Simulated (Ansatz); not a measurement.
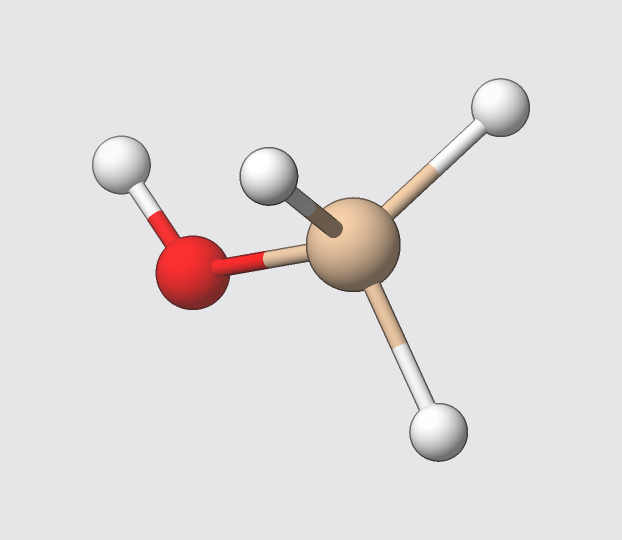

A ball-and-stick model of a molecule. Every bond is drawn as one stick, whatever its order. Colours: silicon light orange, hydrogen white, oxygen red.

What does the picture show?

It has 6 atoms: 4 hydrogen, 1 oxygen and 1 silicon (H₄OSi). This geometry has Cs symmetry. Coordination: 1 Si tetrahedral; 1 O bent.

The parts below concern this one geometry. Atoms keep their numbers from picture to picture. The geometry was computed by an optimisation with PBE0-D4/def2-TZVP.

## Geometry

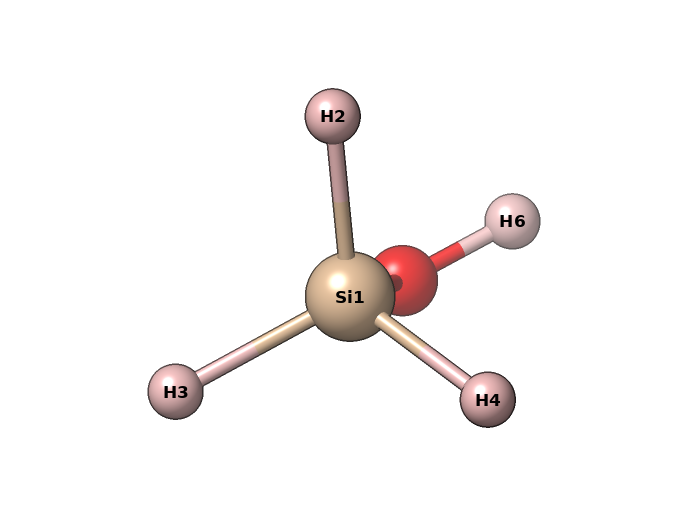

O5 lies behind Si1. The molecule seen a little off the Si1–O5 bond, Si1 in front. Atoms fade into the background with distance from the viewer.

What is the torsion angle H2–Si1–O5–H6? The sign is positive where the front bond must turn clockwise to cover the back bond.

Answer. 60°, synclinal (gauche).

## Dipole moment

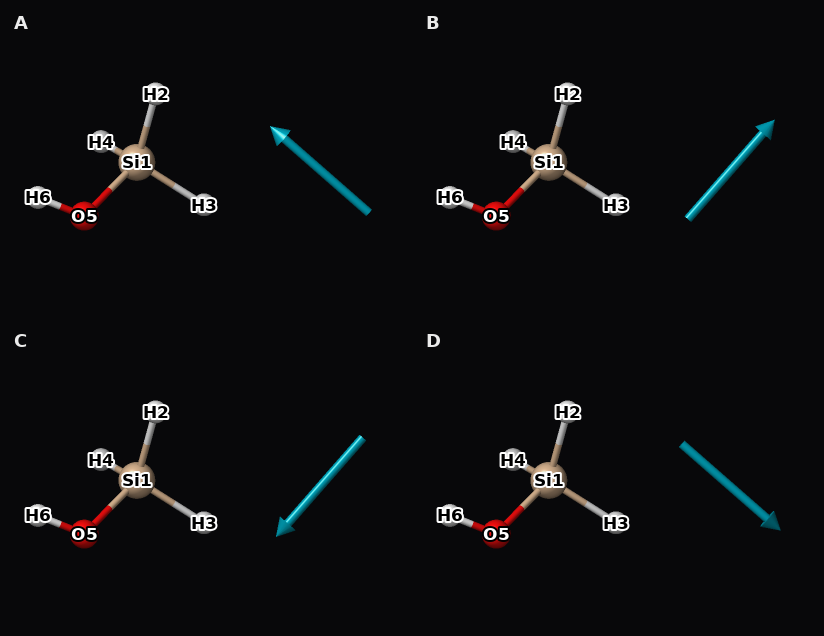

The same molecule four times, each with an arrow. Properties computed with RKS PBE0-D4/def2-TZVP (Ansatz 0.2.0).

Which arrow points along the dipole moment, from the negative to the positive end?

Answer. A. The dipole moment is 1.36 D; it points from the side of H3 to the side of H6 (the outermost atoms at the two ends).

## Vibrations

Harmonic vibrations computed with RKS PBE0-D4/def2-TZVP (Ansatz 0.2.0) at a stationary point of the same level.

How many vibrational modes are there, and where do they lie?

Answer. 12 modes: 198, 680, 719, 848, 908, 947, 967, 993, 2209, 2214, 2261, 3930 cm⁻¹.

## Charges

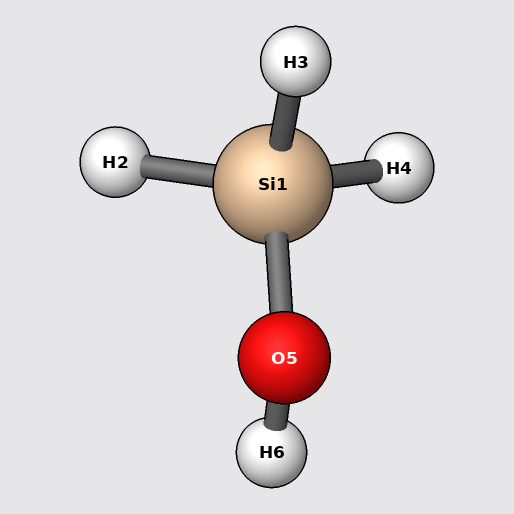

The questions are on Mulliken charges. Properties computed with RKS PBE0-D4/def2-TZVP (Ansatz 0.2.0).

List the Mulliken charges.

```tsv
atom	value (e)
Si1	0.33
H2	−0.05
H3	−0.03
H4	−0.05
O5	−0.53
H6	0.32
```

## Thermal motion

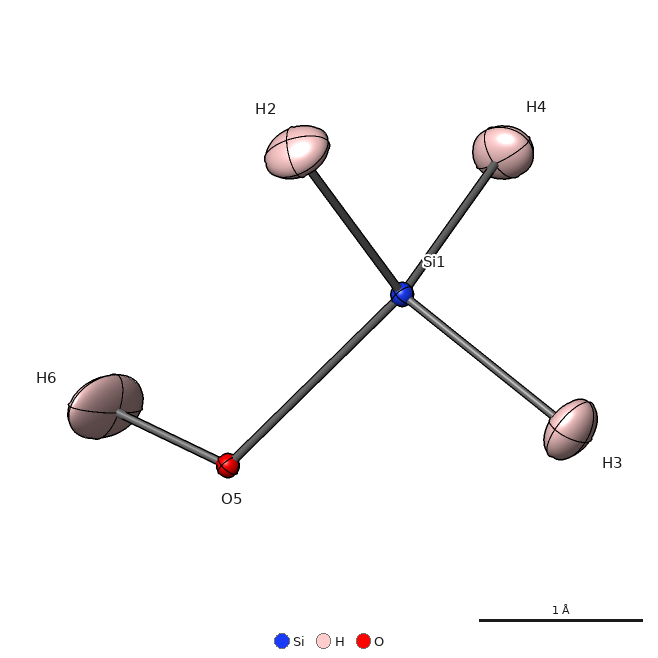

Displacement ellipsoids at the 50 % level, from the internal vibrations of the free molecule (harmonic, no overall translation or rotation; no half-axis is drawn under 0.075 Å). Vibrations computed with RKS PBE0-D4/def2-TZVP (Ansatz 0.2.0). Temperature: 0 K (zero-point motion alone).

Give the displacement parameters, one line for each set of equivalent atoms.

| atom | U_eq (Å²) | rms amplitudes (Å) |
| --- | --- | --- |
| Si1 | 0.00016 | 0.011, 0.011, 0.016 |
| H2, H4 | 0.0134 | 0.086, 0.115, 0.140 |
| H3 | 0.0133 | 0.085, 0.118, 0.137 |
| O5 | 0.00047 | 0.012, 0.021, 0.028 |
| H6 | 0.0309 | 0.065, 0.138, 0.263 |

Mulliken values depend strongly on the basis set and can even reverse the polarity of a bond.
